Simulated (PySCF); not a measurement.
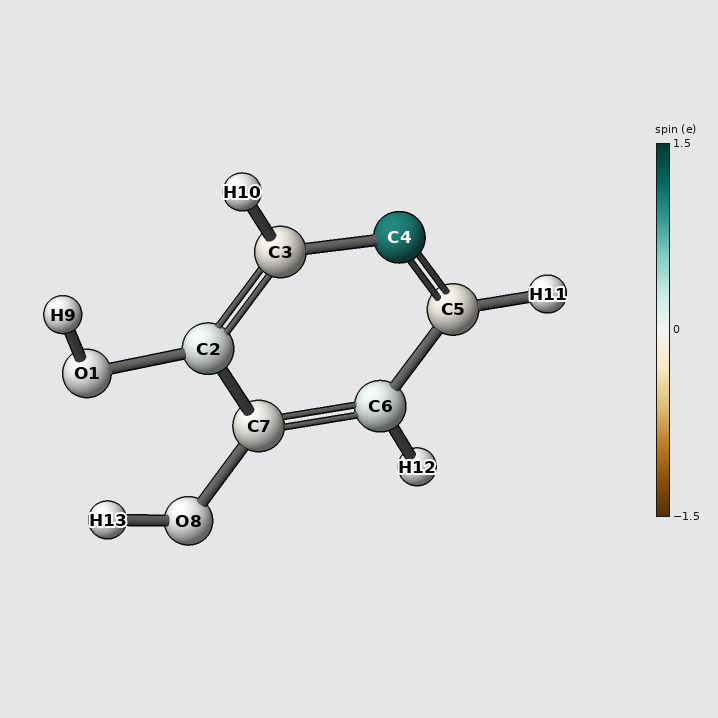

Atoms are coloured by their Mulliken spin populations. Charge 0, doublet. The computed structure is the end point of a GFN2-xTB optimisation. No frequency run is at hand to confirm it as a minimum. Properties computed with UKS B3LYP, pcH-1 on C H O, non-relativistic (PySCF 2.14.0).

Q: Which atom carries the largest spin population?

A: C4 (1.01 e).

Q: Which atom has the lowest spin population?

A: C5 (−0.08 e); a negative value comes from spin polarisation.

List the Mulliken spin populations.

```json
{"atom": "O1", "value (e)": "0.01"}
{"atom": "C2", "value (e)": "0.06"}
{"atom": "C3", "value (e)": "−0.07"}
{"atom": "C4", "value (e)": "1.01"}
{"atom": "C5", "value (e)": "−0.08"}
{"atom": "C6", "value (e)": "0.06"}
{"atom": "C7", "value (e)": "−0.04"}
{"atom": "O8", "value (e)": "−0.01"}
{"atom": "H9", "value (e)": "0.00"}
{"atom": "H10", "value (e)": "0.02"}
{"atom": "H11", "value (e)": "0.02"}
{"atom": "H12", "value (e)": "0.01"}
{"atom": "H13", "value (e)": "0.00"}
```

Mulliken values depend strongly on the basis set.
